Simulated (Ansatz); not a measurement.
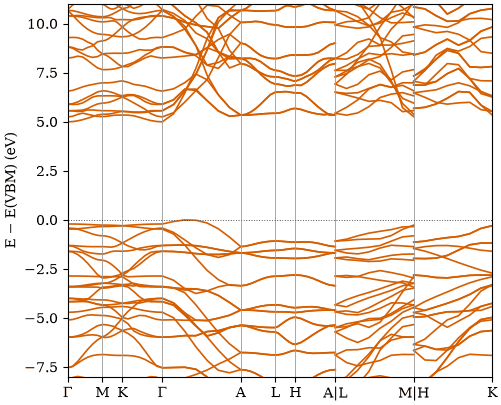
Figure. Band structure from the program Ansatz at the r²SCAN level (PAW)

Read off the gap and where the band edges lie.

About 5.0 eV (4.99 eV by a search for the band edges); maximum on the Γ–A line, 33 % of the way from Γ, minimum at Γ.

The material is Si$_{3}$N$_{4}$ in space group P6_3/m (No. 176; Si on 6h, N on 2d, N on 6h).

Symmetry was held in the r²SCAN relaxation.

Potentials: the later of the program's two PAW sets.
